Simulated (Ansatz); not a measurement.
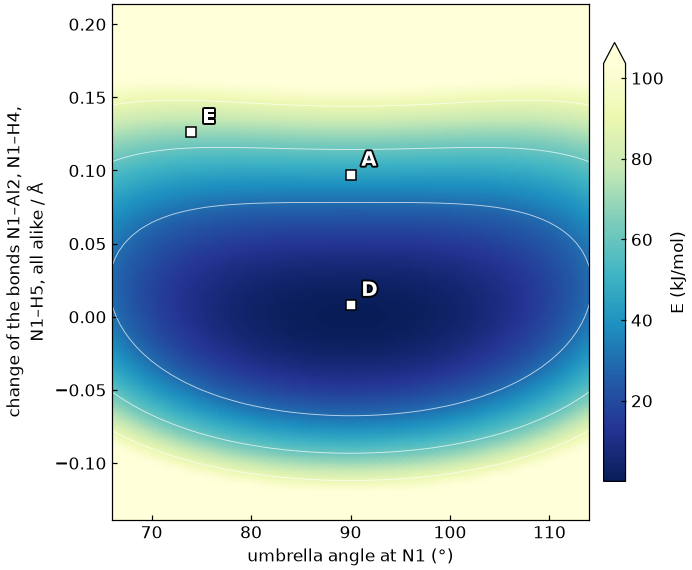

AlH₃NO, SMILES [NH2][AlH][O], spin multiplicity 2. Coordinates scanned: (1) umbrella angle at N1 (between each of its bonds and their common axis; 90 is planar); (2) change of the bonds N1–Al2, N1–H4, N1–H5, all alike. Nothing is relaxed (all other coordinates rigid). Grid: 13 × 13 points; 91 points were computed and 78 follow by symmetry. Points are written as (first, second). Energies: kJ/mol, counted from the relaxed molecule at the same level. Computed with UHF-MP2, frozen core/def2-TZVP in Ansatz.

The picture shows a smooth colour map with a few white contour lines, one colour for all values above the top of the scale, lettered points. Between grid points the surface is interpolated.

### What kind of point is each of A, D, E: minimum, saddle, maximum or slope?

A: on a slope; D: minimum; E: on a slope. (In these two coordinates alone; a stationary point may lie a little off the grid point.)

### Rank the lettered points by energy, lowest first.

D (0.37 kJ/mol), A (45 kJ/mol), E (69 kJ/mol).
